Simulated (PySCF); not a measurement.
**SiH2Cl2 (dichlorosilane (DCS)): CISD/STO-3G**

What is the vertical singlet–triplet gap of SiH2Cl2 (dichlorosilane (DCS)) at CISD/STO-3G? 

The results are computed with PySCF 2.14.0.

6 further runs of the same task are left out: 6 set aside as unsound or not needed.

## 1. The structure to begin with

The species is SiH2Cl2 (5 atoms), meant as a singlet with charge 0. As SMILES, `Cl[SiH2]Cl`. The shape is that of a PBE0-D4/def2-TZVP optimisation.

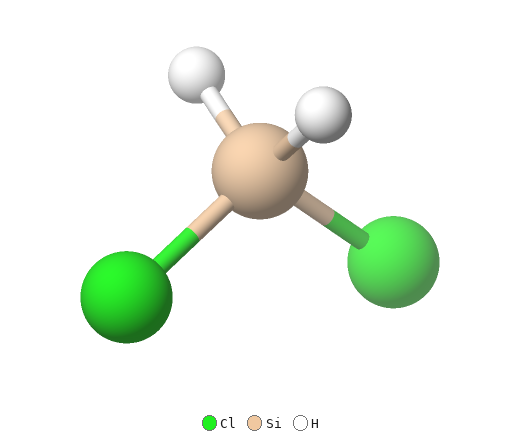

Viewed from a chosen angle; chlorine green, silicon light orange, hydrogen white.

## 2. A single-point energy at CISD/STO-3G

The input, input.py:

```python
# Cl[SiH2]Cl
from pyscf import gto, scf, ci

mol = gto.M(
    atom='''
Cl  -1.036100  -0.393400   1.609300
Si   0.136800  -0.071700  -0.028900
Cl  -0.799200   1.196800  -1.324000
H    0.352000  -1.362200  -0.711200
H    1.396500   0.556600   0.413400
''',
    max_memory=1860,
    verbose=3,
    basis='sto-3g',
)

mf = scf.RHF(mol)
mf.conv_tol = 1e-10
mf.kernel()
if not mf.converged:
    mf = mf.newton().run(mf.mo_coeff, mf.mo_occ)

cisd = ci.CISD(mf, frozen=15)
cisd.kernel()
etot = cisd.e_tot
print('E = %.10f Eh' % etot)
```

Launch:

```console
OMP_NUM_THREADS=1 python input.py
```

Standard output:

```text
converged SCF energy = -1196.02828624166
E(RCISD) = -1196.089625306187  E_corr = -0.06133906452314561
E = -1196.0896253062 Eh
```

Wall time 0.78 s (1 thread of Arm Neoverse V1, shared host); peak memory 0.1 GiB.

## 3. The triplet at the same level

The input, run.py:

```python
from pyscf import gto, ci

system = gto.M(
    atom=[
    ('Cl', (-1.036100, -0.393400, 1.609300)),
    ('Si', (0.136800, -0.071700, -0.028900)),
    ('Cl', (-0.799200, 1.196800, -1.324000)),
    ('H', (0.352000, -1.362200, -0.711200)),
    ('H', (1.396500, 0.556600, 0.413400)),
],
    spin=2,
    basis='sto-3g',
    verbose=3,
    max_memory=1860,
)

mf = system.UHF()
mf.conv_tol = 1e-10
mf.kernel()
if not mf.converged:
    mf = mf.newton().run(mf.mo_coeff, mf.mo_occ)

cisd = ci.CISD(mf, frozen=15)
cisd.kernel()
etot = cisd.e_tot
print(f'total energy: {etot:.8f} hartree')
```

Launch:

```console
OMP_NUM_THREADS=1 python run.py
```

Standard output:

```text
WARN: HOMO 0.162484152050992 >= LUMO -0.381779035325617

WARN: HOMO -0.028107379755113 >= LUMO -0.138909534287717

WARN: HOMO -0.0170399818402614 >= LUMO -0.108822943120855

WARN: HOMO -0.0253140550785394 >= LUMO -0.0970394562384628

WARN: HOMO -0.0261630506358524 >= LUMO -0.0963531924149973

WARN: HOMO -0.0303875463336908 >= LUMO -0.092561314821728

WARN: HOMO -0.0313700177699556 >= LUMO -0.0937453072114214

WARN: HOMO -0.0319228510734101 >= LUMO -0.0925910192814686

WARN: HOMO -0.0320798735558202 >= LUMO -0.092279168933413

WARN: HOMO -0.0311071439875185 >= LUMO -0.0940801001137797

WARN: HOMO -0.0317822469499726 >= LUMO -0.0929854978357227

WARN: HOMO -0.0316848866003501 >= LUMO -0.0931493252748021

WARN: HOMO -0.0316952682095415 >= LUMO -0.0931264634156244

WARN: HOMO -0.0316952167386504 >= LUMO -0.0931262973474248

WARN: HOMO -0.0316952274331672 >= LUMO -0.0931262674869467

converged SCF energy = -1195.6542821086  <S^2> = 2.0097243  2S+1 = 3.0064759
E(UCISD) = -1195.73718855767  E_corr = -0.08290644907120061
total energy: -1195.73718856 hartree
```

Wall time 1.1 s (1 thread of Arm Neoverse V1, shared host); peak memory 0.12 GiB.

## 4. Outcome

Level: CISD/STO-3G, 15 core orbitals frozen.

```
                                                           quantity           value
                                              singlet: total energy  -1196.08963 Eh
                      singlet: dipole moment (Hartree–Fock density)          2.95 D
                       singlet: HOMO energy (Hartree–Fock orbitals)       -10.70 eV
                       singlet: LUMO energy (Hartree–Fock orbitals)         7.98 eV
                     singlet: HOMO–LUMO gap (Hartree–Fock orbitals)        18.67 eV
              singlet: correlation energy (15 core orbitals frozen)       -61.3 mEh
                                              triplet: total energy  -1195.73719 Eh
                      triplet: dipole moment (Hartree–Fock density)          2.64 D
triplet: HOMO energy (Hartree–Fock orbitals) (highest over α and β)        -0.86 eV
              triplet: correlation energy (15 core orbitals frozen)       -82.9 mEh
                         triplet: ⟨S²⟩ of the reference determinant           2.010
                   vertical energy of the triplet above the singlet        9.590 eV
```

What this shows: At this shape the triplet lies 9.59 eV (925 kJ/mol) above the singlet. In a minimal basis such a difference can be off by several eV, whatever the method. Mulliken charges (triplet) of the mean-field density run from -0.23 on Cl1 to +0.66 on Si2; they depend strongly on the basis.
